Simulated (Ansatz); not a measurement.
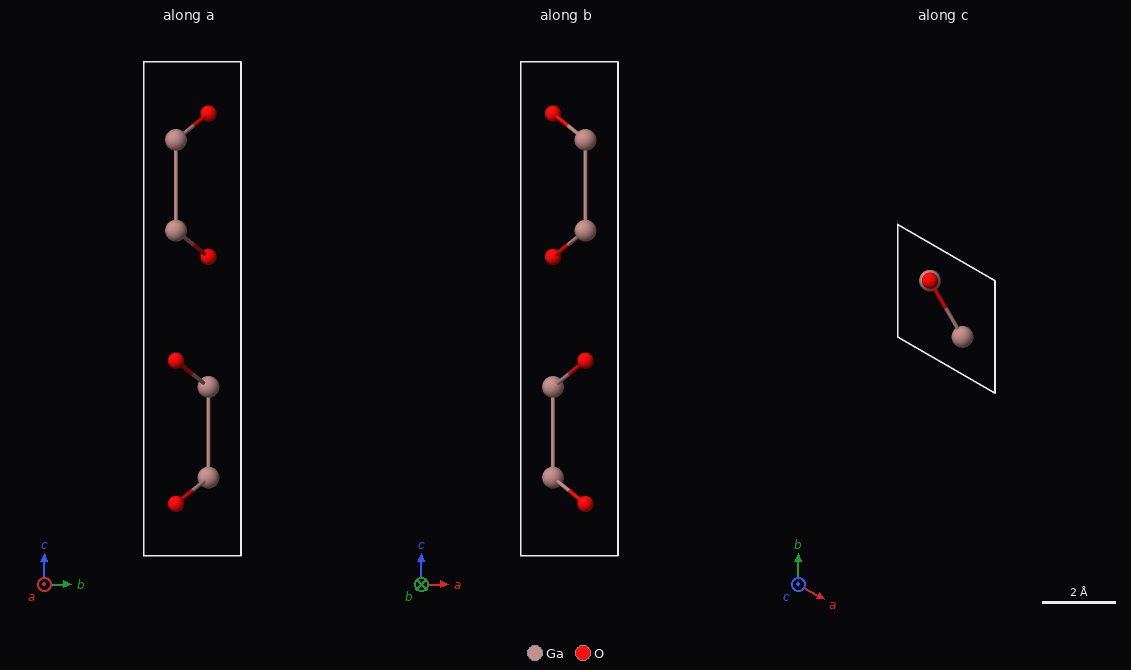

The image is a ball-and-stick drawing of a crystal, viewed along the a axis, along the b axis and along the c axis. The parallelepiped is the conventional unit cell.

Lattice parameters: a = 3.105 Å, b = 3.105 Å, c = 13.638 Å, α = 90.00°, β = 90.00°, γ = 120.00°. Put a along x and b in the xy plane.

Question: Transcribe the picture into a POSCAR file, with free fractional coordinates to two decimals.

Answer:
```
Ga O
1.0
     3.105    0.000    0.000
    -1.552    2.689    0.000
     0.000    0.000   13.638
Ga O
4 4
Direct
  0.3333 0.6667 0.16
  0.6667 0.3333 0.66
  0.3333 0.6667 0.34
  0.6667 0.3333 0.84
  0.3333 0.6667 0.60
  0.6667 0.3333 0.10
  0.3333 0.6667 0.90
  0.6667 0.3333 0.40
```

The structure was taken from a structure type filled with these elements by a generator (whether the compound takes this form wasn't checked). It was relaxed at fixed volume with DFT PBE, scalar-relativistic, plane waves, PAW (Ansatz 0.2.0).
